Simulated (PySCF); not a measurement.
# NClO (SMILES O=NCl): levels of theory compared

We compute a comparison of 5 runs (HF/STO-3G, HF/3-21G, BHLYP/cc-pVTZ, wB97M-V/cc-pVTZ, wB97X/cc-pVTZ) of NClO. Input form: a Python script.

The calculation is run with PySCF 2.14.0.

1 further run of the same task is left out (set aside as unsound or not needed).

**1. The system as given**

NClO has 3 atoms, charge 0, and is taken as a singlet. As SMILES, `O=NCl`. The shape is that of a PBE0-D4/def2-TZVP optimisation.

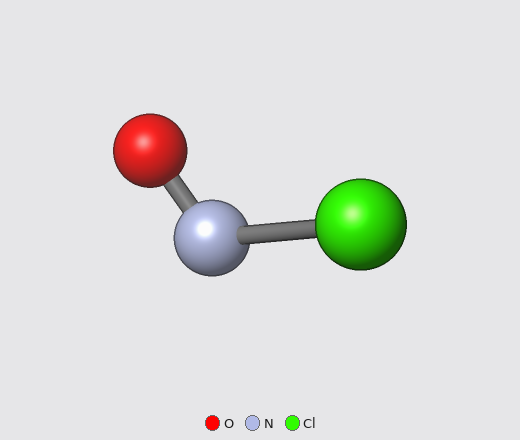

Viewed from a chosen angle; oxygen red, nitrogen light blue, chlorine green.

**2. A single-point energy at HF/STO-3G (run 1)**

Contents of input.py:

```python
# nitrosyl chloride
from pyscf import gto, scf

mol = gto.M(
    atom=[
    ('O', (1.000080, -0.338330, 0.513880)),
    ('N', (0.052050, -0.599550, -0.035840)),
    ('Cl', (-1.052130, 0.937900, -0.478040)),
],
    charge=0,
    basis='sto-3g',
    max_memory=1860,
    verbose=3,
)

hf = scf.RHF(mol)
hf.conv_tol = 1e-10
hf.kernel()
if not hf.converged:
    hf = hf.newton().run(hf.mo_coeff, hf.mo_occ)

etot = hf.e_tot
print('E = %.10f Eh' % etot)
```

Started as:

```sh
OMP_NUM_THREADS=1 python input.py
```

What it wrote:

```text
converged SCF energy = -582.058929471034
E = -582.0589294710 Eh
```

Wall time 0.71 s (1 thread of Arm Neoverse V1, shared host); peak memory 0.099 GiB.

**3. The energy at HF/3-21G (run 2)**

Contents of run.py:

```python
from pyscf import gto, scf

mol = gto.M(
    atom=[
    ('O', (1.000080, -0.338330, 0.513880)),
    ('N', (0.052050, -0.599550, -0.035840)),
    ('Cl', (-1.052130, 0.937900, -0.478040)),
],
    spin=0,
    basis='3-21g',
    max_memory=1860,
    verbose=3,
)

hf = scf.RHF(mol)
hf.conv_tol = 1e-10
hf.kernel()
if not hf.converged:
    hf = hf.newton().run(hf.mo_coeff, hf.mo_occ)

energy = hf.e_tot
print('E(%s) = %.9f' % ('HF', energy))
```

Started as:

```sh
OMP_NUM_THREADS=1 python run.py
```

What it wrote:

```text
converged SCF energy = -585.750954742136
E(HF) = -585.750954742
```

Wall time 0.73 s (1 thread of Arm Neoverse V1, shared host); peak memory 0.1 GiB.

Runs 3 to 4 aren't shown in full; the table further down has their settings and results.

**4. A single-point energy at wB97X/cc-pVTZ (run 5)**

Contents of run.py:

```python
from pyscf import gto, dft

mol = gto.M(
    atom='O 1.000080 -0.338330 0.513880; N 0.052050 -0.599550 -0.035840; Cl -1.052130 0.937900 -0.478040',
    basis='cc-pvtz',
    max_memory=1860,
    spin=0,
    verbose=3,
)

mf = dft.RKS(mol, xc='wb97x')
mf.grids.level = 5
mf.conv_tol = 1e-10
mf.kernel()
if not mf.converged:
    mf = mf.newton().run(mf.mo_coeff, mf.mo_occ)

etot = mf.e_tot
print('Final energy', etot)
```

Started as:

```sh
OMP_NUM_THREADS=1 python run.py
```

What it wrote:

```text
converged SCF energy = -590.116149003557
Final energy -590.1161490035568
```

It took 19 s on 1 thread of Arm Neoverse V1, shared host; peak memory 0.46 GiB.

**5. Overview of the runs**

| run | level | integration grid | nlc grid | energy (Eh) | dipole moment (D) | HOMO energy (eV) | LUMO energy (eV) | wall time |
| --- | --- | --- | --- | --- | --- | --- | --- | --- |
| 1 | HF/STO-3G | – | – | -582.058929 | 2.38 | -9.44 | 4.00 | 0.71 s |
| 2 | HF/3-21G | – | – | -585.750955 | 1.96 | -11.65 | 1.12 | 0.73 s |
| 3 | BHLYP/cc-pVTZ | 5 | – | -590.075976 | 1.82 | -9.79 | -2.23 | 11 s |
| 4 | wB97M-V/cc-pVTZ | 5 | 1 | -590.102640 | 1.93 | -10.66 | -1.03 | 46 s |
| 5 | wB97X/cc-pVTZ | 5 | – | -590.116149 | 1.95 | -10.82 | -1.15 | 19 s |

**6. Results**

```
            quantity          value
 run 5: total energy  -590.11615 Eh
run 5: dipole moment         1.95 D
  run 5: HOMO energy      -10.82 eV
  run 5: LUMO energy       -1.15 eV
run 5: HOMO–LUMO gap        9.67 eV
```

The dipole moment (its size) runs from 1.82 D (BHLYP/cc-pVTZ) to 2.38 D (HF/STO-3G). The two ends differ in method and basis. The HOMO–LUMO gap runs from 7.56 eV (BHLYP/cc-pVTZ) to 13.44 eV (HF/STO-3G). Totals of different functionals can't be ranked against each other. In run 1 the basis is minimal, so the values are rough. All runs together took 78 s, the longest 46 s.
